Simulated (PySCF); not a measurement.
C$_{2}$H$_{3}$N$_{3}$OSi (SMILES N#C[Si](N)(O)C#N)

Input file:

```
{"job": {"kind": "nmr", "xc": "PBE0", "basis": "pcSseg-1"}, "charge": 0, "multiplicity": 1}
N      1.264150     0.065133     2.685751
C      0.782417     0.111167     1.648270
Si    -0.026363     0.156745    -0.047285
N     -1.346777    -0.893691    -0.284343
O     -0.611309     1.632070    -0.357580
C      1.359500    -0.360290    -1.194548
N      2.219265    -0.675661    -1.880076
H     -2.283749    -0.569580    -0.115603
H     -1.262598    -1.886702    -0.156579
H     -0.085653     2.425462    -0.320535
```

Launched as:

```sh
OMP_NUM_THREADS=1 python probes_run.py task.json out
```

Geometry: GFN2-xTB.

Computed with PBE0/pcSseg-1, SCF density, gas phase, non-relativistic (PySCF 2.14.0).

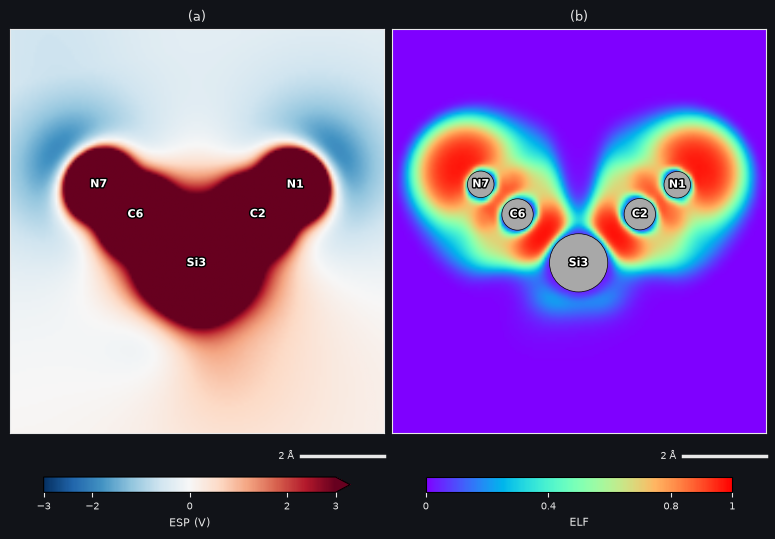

Figure 1. (a) molecular electrostatic potential; (b) ELF on the plane of atoms C2, Si3 and C6. Grey discs cover the atomic cores in the ELF map.

Interpret the plot.

The plane passes through N, C and Si nuclei. C–N (1.14 Å): the ELF peaks at about 0.85 between the atoms: a multiple bond. C–Si (1.87 Å): the ELF peaks at about 1 between the atoms: a covalent bond. The ELF also peaks beside N1 and N7, away from the bonds: lone-pair regions. Outside the dense part of the molecule the potential is most negative (−1.9 V) near N7.

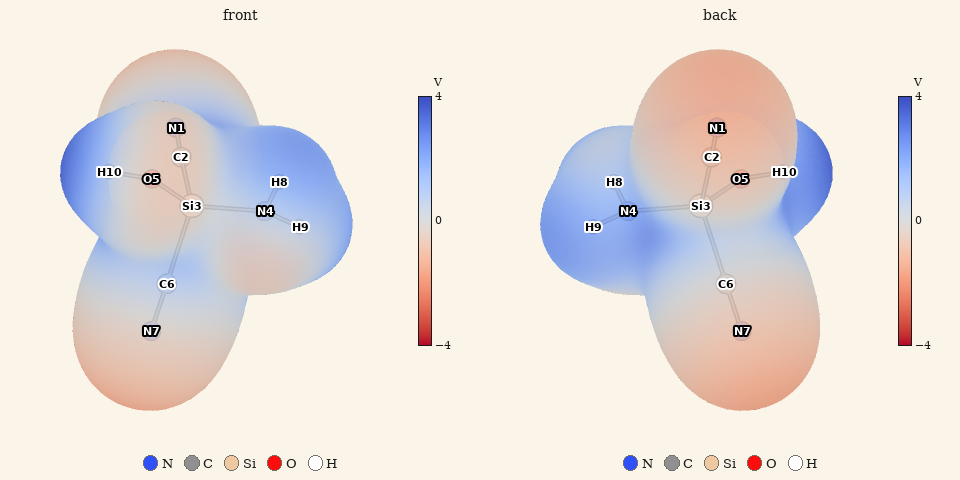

Figure 2. The molecular electrostatic potential painted on the density surface at 0.002 e/bohr³, seen from the front and from behind; the colour scale runs from red (negative) to blue (positive).

Describe the electrostatic potential map.

The most negative region (about −1.6 V) lies over N1 and N7, the most positive (about +3.3 V) over H10.
